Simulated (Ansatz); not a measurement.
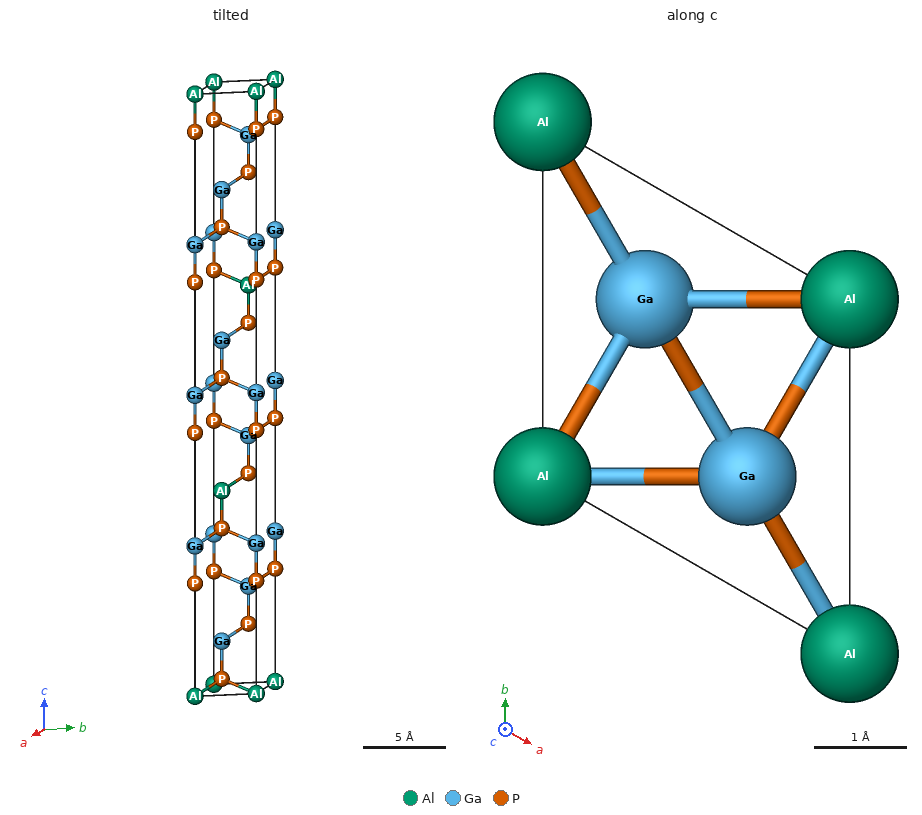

The crystal in a ball-and-stick representation, seen slightly off an axis and along the c axis. The frame is the conventional unit cell; atoms at its boundary are shown with their periodic copies.

AlGa$_{3}$P$_{4}$, space group R3m (No. 160), a = 3.860 Å, b = 3.860 Å, c = 37.815 Å, α = 90.00°, β = 90.00°, γ = 120.00°. Origin of the cell: a structure type filled with these elements by a generator (whether the compound takes this form wasn't checked). Earlier steps of the study, as a rule a relaxation of our own, may have changed the cell and positions, so they can lie some per cent off the listed ones. It went into a calculation with Ansatz.

This one geometry was computed with Ansatz (DFT, plane waves, PAW) at five levels of theory: PBE with spin-orbit coupling, PBE0, HSE06, PBE and r2SCAN. It was relaxed beforehand with r2SCAN.

**Which level gives the highest pressure at this volume, and what does that say about its equilibrium volume?**

Highest: PBE with spin-orbit coupling (2.2 GPa) and PBE (2.2 GPa), which points to the largest equilibrium volume. Lowest, with the smallest volume: PBE0 (0.5 GPa) and r2SCAN (0.0 GPa). Levels within 0.5 GPa of each other can't be told apart.

**How does the band gap change with the level of theory?**

PBE with spin-orbit coupling: a gap of 1.55 eV, indirect; PBE: a gap of 1.59 eV, indirect; r2SCAN: a gap of 1.85 eV, indirect; HSE06: a gap of 2.25 eV, indirect; PBE0: a gap of 2.91 eV, indirect.

**Collect the results in a table.**

| level | cutoff (eV) | k-mesh of the run's cell | gap (eV) | pressure (GPa) |
| --- | --- | --- | --- | --- |
| PBE with spin-orbit coupling | 420 | 8×8×8 | 1.55 | 2.2 |
| PBE0 | 420 | 4×4×4 | 2.91 | 0.5 |
| HSE06 | 420 | 4×4×4 | 2.25 | 0.7 |
| PBE | 420 | 8×8×8 | 1.59 | 2.2 |
| r2SCAN | 500 | 8×8×8 | 1.85 | 0.0 |

Gaps are taken on the k-mesh or band path of each run.
